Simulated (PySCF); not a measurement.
```xyz
5

F    -0.8365   -1.3354   -0.0619
Al    0.1380    0.0598   -0.0733
F     1.7372   -0.2517   -0.0830
F    -0.7136    1.4483   -0.0725
Ag   -2.1334   -3.1499   -0.1323
```

Geometry: PBE0-D3(BJ)/def2-SVP; core potentials replace the inner electrons of Ag.

These are results of DFT single point, gas phase, functional PBE0 in PySCF 2.14.0, density-fitted response routines, not measurements.

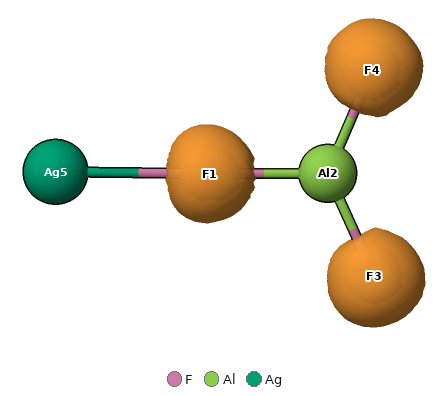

AgAlF$_{3}$ (charge +1). Isosurface of the ELF at 0.8 (orange), seen across its widest extent. Core shells and regions of very low density are left out.

What do the ELF domains correspond to?

The surface consists of three regions wrapped around F (the valence shell of each). Along the contacts the grid gives the following. Al–F (1.63 Å): the ELF peaks at about 0.85 in the valence shell of F, 0.5 Å from its nucleus, and is about 0.35 at the midpoint. Ag–F (2.23 Å): the ELF is about 0.05 at the midpoint.
